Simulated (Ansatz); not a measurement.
## Pressure series in Os

Consider Os in the hcp (Mg type) structure (space group P6_3/mmc, No. 194; a = 2.729 Å, c = 4.307 Å).

Cell and atoms are relaxed at each pressure.

The values are results of PBEsol (Ansatz, a program for electronic structure; PAW; 420 eV plane waves; scalar-relativistic without spin-orbit coupling), earlier PAW set, not measurements.

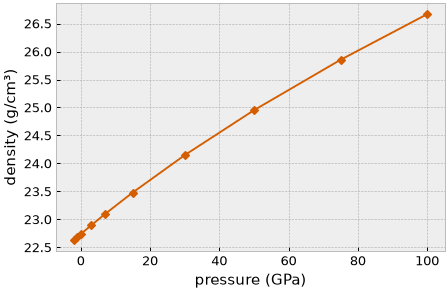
Fig. 1. Density against pressure

**Question.** From the plot, what is the density for pressure 100 GPa?

**Answer.** About 26.7 g/cm³.

**Question.** Is the trend monotonic over the range shown?

**Answer.** Yes, it rises throughout, spanning 22.63 g/cm³ to 26.67 g/cm³.

Load acts through the strain it causes; cell and atoms are relaxed under it. No phonon test of stability was made. Competing high-pressure phases were not computed. The final runs are not spin-polarised.
